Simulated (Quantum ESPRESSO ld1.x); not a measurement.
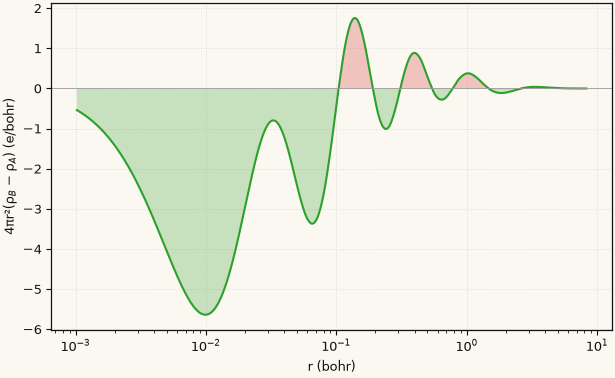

The indium ion In⁺ in [Kr] 4d10 5s2 was computed at two levels of relativity: the Dirac run; the non-relativistic run. Computed with Quantum ESPRESSO ld1.x 7.5. Models: Dirac Kohn-Sham, LDA (Slater exchange, Perdew-Zunger correlation), spin-unpolarised, spherical densities, point nucleus and non-relativistic Kohn-Sham, LDA (Slater exchange, Perdew-Zunger correlation), spin-unpolarised, spherical densities, point nucleus.

The plot shows the radial density of run B less that of run A; on the logarithmic r axis, areas aren't charges.

**Assign A and B and describe the change of the density.**

A is the Dirac run; B is the non-relativistic run. B holds 0.45 electrons more than A where the difference is positive (most at r = 0.14 bohr) and 0.45 electrons fewer where it is negative (most at r = 0.0099 bohr), with no net change. Relativity draws the inner s and p1/2 density in, so the more relativistic run gains charge close to the nucleus.
